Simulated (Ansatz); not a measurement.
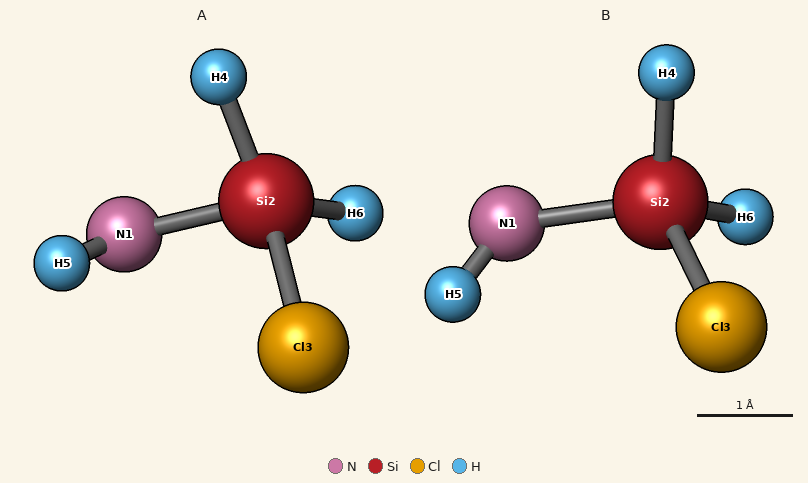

Two geometries of SiNH₃Cl (multiplicity 2), drawn at one scale. One is the start of a relaxation, the other its converged end. The picture is a ball-and-stick view, seen from a free direction.

Theory: UKS PBE0/def2-mTZVP (Ansatz). Set-up: collinear spin; force threshold 0.02 eV/Å; at most 50 steps.

### Which one is relaxed?

Structure B is the relaxed one. The run prepares an end point of a later path (hydrogen shift) calculation, from a guessed geometry. The largest move after the best rigid fit is that of H4, 0.51 Å. By element the largest moves are H 0.51 Å, Cl 0.32 Å, N 0.25 Å, Si 0.11 Å. Near-neighbour distances that change, for instance: N1–Si2 1.654 → 1.735 Å, Si2–Cl3 2.026 → 2.074 Å, Si2–H4 1.440 → 1.480 Å, Si2–H6 1.494 → 1.480 Å. Among the angles between lasting bonds that change: Cl3–Si2–H4 128.7° → 107.6°, N1–Si2–H4 87.5° → 106.7°, N1–Si2–Cl3 103.7° → 116.2°. Groups turn about N1–Si2 by about 40°. Over 8 accepted moves (11 points after the start) the energy falls by 18.2 kcal/mol. The largest force component goes from 2.2 to 0.0018 eV/Å. The line search rejected the trial steps at points 4, 6, 9 of the run. The forces were under the threshold at step 8, but the run went on from there. Cost: 26 s on 2 threads of Arm Neoverse V1, on a shared host, peak memory 0.17 GiB.
